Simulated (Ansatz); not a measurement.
**BH2F− (SMILES [BH2-]F) at UPBE0/STO-3G**

Aim: the energy change on altering one bond length of BH2F− at UPBE0/STO-3G, from 2 runs. 

The calculation is run with Ansatz 0.2.0.

1 further run of the same task is left out (it didn't finish).

## (1) The system as given

BH2F−: 4 atoms, total charge -1, spin state doublet. As SMILES, `[BH2-]F`. The shape is that of a GFN2-xTB optimisation.

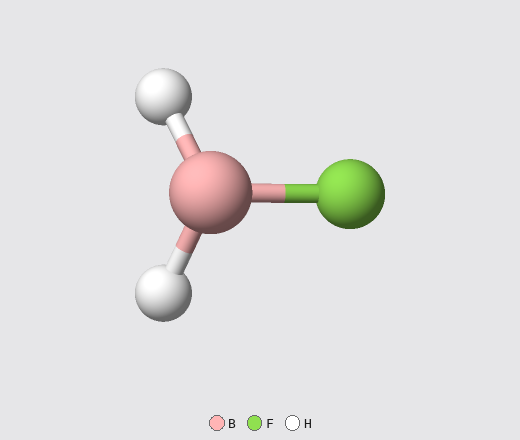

Viewed from a chosen angle; boron pink, fluorine green, hydrogen white.

## (2) The energy at UPBE0/STO-3G

The input, input.yaml:

```yaml
crystal:
  periodic: [false, false, false]
  atoms:
    - {symbol: B, position_ang: [-0.086340, 0.304430, 0.102380]}
    - {symbol: F, position_ang: [1.031910, -0.468820, 0.732960]}
    - {symbol: H, position_ang: [-1.140340, -0.333670, 0.256190]}
    - {symbol: H, position_ang: [0.194760, 0.498060, -1.091520]}
basis:
  gaussian:
    orbitals: STO-3G
total_charge: -1
magnetization:
  spin_polarized: true
  initial_magnetization: 1
hamiltonian:
  xc: pbe0
accuracy: high
```

Started as:

```console
$ ansatz run input.yaml --threads 1 --pin off --max-ram 2610MiB --events-out events.jsonl --progress --plain --runs-dir runs
```

Output:

```text
Warning: RAYON_NUM_THREADS=1 ignored (pool sized by the plan → 1); use --threads N
Functional definition: PBE0
  name "PBE0"
  parameter a = 0.25
  parameter kappa = 0.804
  parameter beta = 0.06672455060314922
  exchange = (1 - a)*pbe_x(kappa = kappa, mu = beta*pi^2/3) + a*exact_x
  correlation = pbe_c(beta = beta)
188 factors; integrals over basis functions are off by at most 3.7e-8 eV
mean field evaluation 1: about -3359.9934 eV, gradient 3.5e1 eV
mean field evaluation 2: about -3365.3091 eV, gradient 2.1e1 eV
mean field evaluation 4: about -3369.3384 eV, gradient 7.6e-1 eV
mean field evaluation 8: about -3369.3217 eV, gradient 6.5e-3 eV
mean field evaluation 16: about -3369.3217 eV, gradient 1.3e-7 eV
mean field -3369.32170807 eV, -123.8202889632 hartree, gradient 1.4e-8 eV, S^2 0.751511; 0 other end points of the search recorded, 0 dependent functions left out
reference -3369.32170910 eV, -123.8202890010 hartree; 9, 8 occupied and 3, 4 virtual orbitals, 188 factors
Total energy: -3369.32170910 eV, -123.8202890010 hartree
```

It took 0.93 s on 1 thread of AMD EPYC 7R43 (Zen 3), shared host; peak memory 0.12 GiB.

## (3) The distorted shape at the same level

The input, molecule.yaml:

```yaml
crystal:
  periodic: [false, false, false]
  atoms:
    - symbol: B
      position_ang: [-0.156622, 0.256018, 0.400884]
    - symbol: F
      position_ang: [0.961628, -0.517232, 1.031464]
    - symbol: H
      position_ang: [-1.210622, -0.382082, 0.554694]
    - symbol: H
      position_ang: [0.194760, 0.498060, -1.091520]
basis:
  gaussian:
    orbitals: STO-3G
total_charge: -1
magnetization:
  spin_polarized: true
  initial_magnetization: 1
hamiltonian:
  xc: {name: PBE0}
accuracy: high
```

Started as:

```console
$ ansatz run molecule.yaml --threads 1 --pin off --max-ram 2610MiB --events-out events.jsonl --progress --plain --runs-dir runs
```

Output, cut to the lines that bear on the results:

```text
Warning: RAYON_NUM_THREADS=1 ignored (pool sized by the plan → 1); use --threads N
[... 7 set-up lines as earlier in the session ...]
187 factors; integrals over basis functions are off by at most 4.0e-8 eV
mean field evaluation 1: about -3355.7664 eV, gradient 4.3e1 eV
mean field evaluation 2: about -3363.2898 eV, gradient 2.2e1 eV
mean field evaluation 4: about -3368.4396 eV, gradient 1.2e0 eV
mean field evaluation 8: about -3368.4174 eV, gradient 1.5e-2 eV
mean field evaluation 16: about -3368.4174 eV, gradient 2.8e-7 eV
mean field -3368.41741202 eV, -123.7870566965 hartree, gradient 4.9e-8 eV, S^2 0.751501; 0 other end points of the search recorded, 0 dependent functions left out
reference -3368.41741308 eV, -123.7870567353 hartree; 9, 8 occupied and 3, 4 virtual orbitals, 187 factors
Total energy: -3368.41741308 eV, -123.7870567353 hartree
```

It took 0.91 s on 1 thread of AMD EPYC 7R43 (Zen 3), shared host; peak memory 0.12 GiB.

## (4) Outcome

At UPBE0/STO-3G:

| quantity | value |
| --- | --- |
| first shape: total energy | -123.82029 Eh |
| first shape: ⟨S²⟩ | 0.752 |
| distorted shape: total energy | -123.78706 Eh |
| distorted shape: ⟨S²⟩ | 0.752 |
| energy change with the B1–H4 bond stretched from 1.242 to 1.552 Å | 0.904 eV |

What this shows: With the B1–H4 bond stretched from 1.242 to 1.552 Å the energy rises by 0.90 eV (87.3 kJ/mol). The first shape isn't relaxed at this level, so the change isn't measured from a minimum. The minimal basis adds a large error of its own.
